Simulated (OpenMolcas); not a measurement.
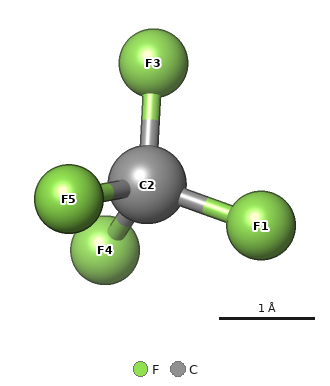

Fig. 1: The structure as given in the input (ball-and-stick view, seen at a tilt; atoms are numbered from 1 in the order of the input). Bond lengths as drawn: C–F 1.32 Å.

## Single-point calculation of CF4

CF4, computed with mPW1PW91/6-311++G(3df,3pd), RKS (OpenMolcas 26.06).

The geometry comes from this level: PBE0-D4/def2-TZVP.

Output:
```
--- Start Module: gateway ---

                                              &GATEWAY

                       available to each process: 1.9 GB of memory, 1 thread

 Basis Set     1 Label: F.6-311PPG3DF3PD
 Basis set is read from library:.
 basistype.tbl is not found

 Basis Set     2 Label: C.6-311PPG3DF3PD
 Basis set is read from library:.
 basistype.tbl is not found

 Basis Set     3 Label: F.6-311PPG3DF3PD
 Basis set is read from library:.
 basistype.tbl is not found

++    Symmetry information:
      ---------------------

                    Character Table for C1

                             E
                    a        1  x, y, xy, Rz, z, xz, Ry, yz, Rx, I
--

++    Basis set information:
      ----------------------

      Basis set label: F.6-311PPG3DF3PD.........

      Electronic valence basis set:
      ------------------
      Associated Effective Charge   9.000000 au
      Associated Actual Charge      9.000000 au
      Nuclear Model: Point charge

      Shell  nPrim  nBasis  Cartesian Spherical Contaminant
         s      12       5        X
         p       6       4        X
         d       3       3                 X
         f       1       1                 X

      Basis set label: C.6-311PPG3DF3PD.........

      Electronic valence basis set:
      ------------------
      Associated Effective Charge   6.000000 au
      Associated Actual Charge      6.000000 au
      Nuclear Model: Point charge

      Shell  nPrim  nBasis  Cartesian Spherical Contaminant
         s      12       5        X
         p       6       4        X
         d       3       3                 X
         f       1       1                 X

      Basis set label: F.6-311PPG3DF3PD.........

      Electronic valence basis set:
      ------------------
      Associated Effective Charge   9.000000 au
      Associated Actual Charge      9.000000 au
      Nuclear Model: Point charge

      Shell  nPrim  nBasis  Cartesian Spherical Contaminant
         s      12       5        X
         p       6       4        X
         d       3       3                 X
         f       1       1                 X
--

++    Molecular structure info:
      -------------------------

                    ************************************************
                    **** Cartesian Coordinates / bohr, angstrom ****
                    ************************************************

     Center  Label                x              y              z                     x              y              z
        1      F1              -1.606456       0.047810       1.869884             -0.850100       0.025300       0.989500
        2      C2               0.018897      -0.027779      -0.015685              0.010000      -0.014700      -0.008300
        3      F3               2.187358      -0.947320       0.793874              1.157500      -0.501300       0.420100
        4      F4              -0.876833      -1.485325      -1.825853             -0.464000      -0.786000      -0.966200
        5      F5               0.371520       2.273341      -0.900832              0.196600       1.203000      -0.476700

                    ***************************************
                    *    InterNuclear Distances / bohr    *
                    ***************************************

               1 F1            2 C2            3 F3            4 F4            5 F5
    1 F1       0.000000
    2 C2       2.490554        0.000000
    3 F3       4.067076        2.490615        0.000000
    4 F4       4.067103        2.490679        4.067147        0.000000
    5 F5       4.067216        2.490578        4.067180        4.067138        0.000000

                    *******************************************
                    *    InterNuclear Distances / angstrom    *
                    *******************************************

               1 F1            2 C2            3 F3            4 F4            5 F5
    1 F1       0.000000
    2 C2       1.317944        0.000000
    3 F3       2.152204        1.317977        0.000000
    4 F4       2.152218        1.318011        2.152242        0.000000
    5 F5       2.152278        1.317957        2.152259        2.152237        0.000000

                    **************************************
                    *    Valence Bond Angles / degree    *
                    **************************************
                          Atom centers                 Phi
                      1 F1       2 C2       3 F3       109.47
                      1 F1       2 C2       4 F4       109.47
                      1 F1       2 C2       5 F5       109.48
                      3 F3       2 C2       4 F4       109.47
                      3 F3       2 C2       5 F5       109.47
                      4 F4       2 C2       5 F5       109.47
--

            Nuclear Potential Energy            206.22005516 au

--- Stop Module: gateway /rc=_RC_ALL_IS_WELL_ ---

--- Start Module: seward ---

                                              &SEWARD

                       available to each process: 1.9 GB of memory, 1 thread

               SEWARD will generate:
                  Multipole Moment integrals up to order  2
                  Kinetic Energy integrals
                  Nuclear Attraction integrals (point charge)
                  One-Electron Hamiltonian integrals
                  Velocity integrals
                  Orbital angular momentum around (  0.0189  -0.0279  -0.0157 )
                  Velocity quadrupole around (  0.0189  -0.0279  -0.0157 )
                  RI decomposed two-electron repulsion integrals stored Cholesky style
                   - acCD auxiliary basis
                   - CD Threshold:   1.00E-04

                   Integrals are discarded if absolute value <: 1.00E-14
                   Integral cutoff threshold is set to       <: 1.00E-16

            Nuclear Potential Energy            206.22005516 au

      Basis set specifications :
      Symmetry species         a
      Basis functions          195

--- Stop Module: seward /rc=_RC_ALL_IS_WELL_ ---
--- Module seward spent 8 seconds ---

--- Start Module: scf ---

                                                &SCF

                       available to each process: 1.9 GB of memory, 1 thread

++    Input section:
      --------------

      Header of the integral files:

      Cartesian coordinates in angstrom:
      -----------------------------------------------------
      No.  Label        X            Y            Z
      -----------------------------------------------------
       1   F1        -0.85010000   0.02530000   0.98950000
       2   C2         0.01000000  -0.01470000  -0.00830000
       3   F3         1.15750000  -0.50130000   0.42010000
       4   F4        -0.46400000  -0.78600000  -0.96620000
       5   F5         0.19660000   1.20300000  -0.47670000
      -----------------------------------------------------
      Nuclear repulsion energy =  206.22005516
--

++    Orbital specifications:
      -----------------------

      Symmetry species               1
                                     a
      Frozen orbitals                0
      Occupied orbitals             21
      Secondary orbitals           174
      Deleted orbitals               0
      Total number of orbitals     195
      Number of basis functions    195
--

      Molecular charge                           0.000

      Numerical integration parameters
      --------------------------------
      Radial quadrature type:                         MHL
      Size of radial grid:                            75
      Lebedev angular grid:                           29
      Angular grid pruned with the crowding factor:  3.00E+00
                                 and fading factor:  6.00E+00
      Screening threshold for integral computation:   1.00E-11
      Radial quadrature accuracy:                     1.00E-25
      Maximum batch size:                             128
      AO values are stored on disk
      The same grid will be used for all iterations.

      DFT functional specifications
      -----------------------------
      Using Libxc version: 6.2.2
      Please cite the following reference:
      S. Lehtola, C. Steigemann, M. J.T. Oliveira, and M. A.L. Marques.,  SoftwareX 7, 1–5 (2018) doi:10.1016/j.softx.2017.11.002

      * mPW1PW

++    Optimization specifications:
      ----------------------------

      SCF Algorithm: LK-RI/DF
      LK screening threshold:                     4.50E-02
      Local-Exchange (LK) algorithm.
       - the density matrix is decomposed
      The actual AO density is used
      Number of density matrices in core                 5
      Maximum number of NDDO SCF iterations            400
      Maximum number of HF SCF iterations              400
      Threshold for SCF energy change             1.00E-09
      Threshold for density matrix                1.00E-04
      Threshold for Fock matrix                   1.50E-04
      Threshold for linear dependence             1.00E-09
      Threshold at which DIIS is turned on        1.50E-01
      Maximum depth in the DIIS procedure                5
      Maximum depth in the BFGS Hessian update          30
      Threshold at which QNR/C2DIIS is turned on  7.50E-02
      Threshold for Norm(delta) (QNR/C2DIIS)      1.00E-03
      All orbitals punched on: SCFORB
--

      Input vectors read from INPORB
      Orbital file label: *Guess orbitals

++ Convergence information
                                   [...]      iterations: Energy and convergence statistics

Iter     Tot. [...]      One-elec.       Two-elec.     Energy      Max Dij or  Max Fij      DNorm      TNorm      AccCon     Time
         Energy          Energy          Energy        Change      Delta Norm                                                in Sec.
   1  -436.722348137 -1049.701324386   406.758921085   0.00E+00    6.53E-01*   2.06E-01*    6.27E+00   3.00E+02   None         2.
   2  -436.281409726 -1054.355669477   411.854204587   4.41E-01*   8.71E-02*   1.91E-01*    7.23E+00   3.04E+02   EDIIS        2.
   3  -437.546068522 -1054.759657617   410.993533931  -1.26E+00*   2.22E-02*   1.95E-02*    6.67E+00   3.03E+02   c2DIIS       2.
   4  -437.548978589 -1052.340231138   408.571197385  -2.91E-03*   4.96E-02*   1.50E-02*    6.68E+00   3.02E+02   QNRc2DIIS    2.
   5  -437.549421086 -1054.459620713   410.690144463  -4.42E-04*   2.40E-02*   1.30E-02*    6.68E+00   3.02E+02   QNRc2DIIS    2.
   6  -437.552381223 -1053.533194179   409.760757792  -2.96E-03*   4.14E-03*   2.92E-03*    6.69E+00   3.02E+02   QNRc2DIIS    2.
   7  -437.552462293 -1053.481275966   409.708758510  -8.11E-05*   2.20E-04    4.28E-05     6.68E+00   3.02E+02   QNRc2DIIS    2.
   8  -437.552462395 -1053.478247593   409.705730035  -1.02E-07*   2.45E-05    1.44E-05     6.68E+00   3.02E+02   QNRc2DIIS    2.
   9  -437.552462397 -1053.477841849   409.705324288  -2.42E-09*   6.70E-06    1.34E-06     6.68E+00   3.02E+02   QNRc2DIIS    2.
  10  -437.552462397 -1053.477971227   409.705453666  -8.72E-11    1.80E-06    4.23E-07     6.68E+00   3.02E+02   QNRc2DIIS    2.

       Convergence after  10 Iterations
--

 *****************************************************************************************************************************
 *                                             SCF/KS-DFT Program, Final results                                             *
 *                                                       Final Results                                                       *
 *****************************************************************************************************************************

::    Total KS-DFT energy                            -437.5524623974
      One-electron energy                           -1053.4779712274
      Two-electron energy                             409.7054536663
      Nuclear repulsion energy                        206.2200551637
      Kinetic energy (interpolated)                   436.3974765733
      Virial theorem                                    1.0026466373
      Total spin, S(S+1)                                0.0000000000
      Total spin, S                                     0.0000000000
      Max non-diagonal density matrix element           0.0000007591
      Max non-diagonal Fock matrix element              0.0000001153

      No orbitals printed

++    Molecular charges:
      ------------------

      Mulliken charges per centre
      ---------------------------

                F1      C2      F3      F4      F5
      Total    9.4379  4.2481  9.4380  9.4380  9.4380

      N-E     -0.4379  1.7519 -0.4380 -0.4380 -0.4380

      Total electronic charge=   42.000000

      Total            charge=   -0.000000
--

++    Molecular properties:
      ---------------------

      Charge (e):
                      =   -0.0000
      Dipole Moment (debye):
      Origin of the operator (angstrom)=    0.0100   -0.0147   -0.0083
                   X= -3.0635E-05               Y=  4.1672E-04               Z=  2.6685E-04           Total=  4.9579E-04
      Quadrupole Moment (debye*angstrom):
      Origin of the operator (angstrom)=    0.0100   -0.0147   -0.0083
                  XX= -2.5475E+01              XY= -5.3104E-05              XZ= -2.1509E-04              YY= -2.5475E+01
                  YZ= -1.5590E-04              ZZ= -2.5475E+01
      In traceless form (debye*angstrom)
                  XX=  4.8987E-05              XY= -7.9656E-05              XZ= -3.2264E-04              YY=  7.3892E-05
                  YZ= -2.3386E-04              ZZ= -1.2288E-04
--

--- Stop Module: scf /rc=_RC_ALL_IS_WELL_ ---
--- Module scf spent 18 seconds ---

.##################.
.# Happy landing! #.
.##################.

    Timing: Wall=27.74 User=26.80 System=0.92
```

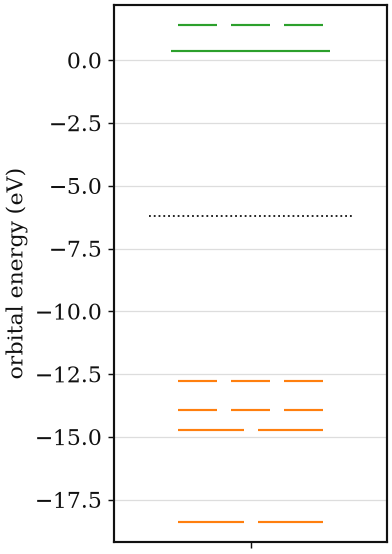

Fig. 2: Orbital energies near the frontier; the dotted line parts filled from empty levels, and levels within 0.02 eV of each other stand side by side. Highest filled −12.76 eV, lowest empty 0.37 eV, 13.13 eV apart.

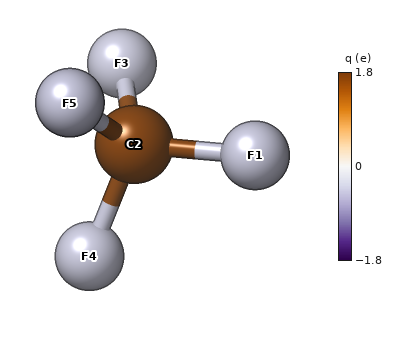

Fig. 3: Mulliken charges, as the colour of each atom (ball-and-stick view, seen at a tilt; atoms are numbered from 1 in the order of the input). By element: F −0.44 and C +1.75 e.

The run was set up as follows.

The input:
```
>>> EXPORT MOLCAS_PRINT=2

&GATEWAY
  BasLib = $CurrDir
  Coord = input.xyz
  Basis = 6-311ppG3df3pd
  Group = NoSym
  RICD

&SEWARD

&SCF
  KSDFT = HYB_GGA_XC_MPW1PW
  PrOrbitals = 0
```

File input.xyz:
```
5

F     -0.850100     0.025300     0.989500
C      0.010000    -0.014700    -0.008300
F      1.157500    -0.501300     0.420100
F     -0.464000    -0.786000    -0.966200
F      0.196600     1.203000    -0.476700
```

Run as:
```bash
export MOLCAS_MEM=1860
pymolcas job.inp > job.log
```

Key numbers:

| quantity | value |
| --- | --- |
| outcome | converged |
| total energy | −437.552462 hartree |
| basis functions | 195 |
| HOMO | −12.76 eV |
| LUMO | 0.37 eV |
| dipole moment | 0.00 debye |
| hardware | 1 thread of Arm Neoverse V2, 24 GiB of memory available, shared host |
| wall time | 28 s |
| peak memory | 0.29 GiB |
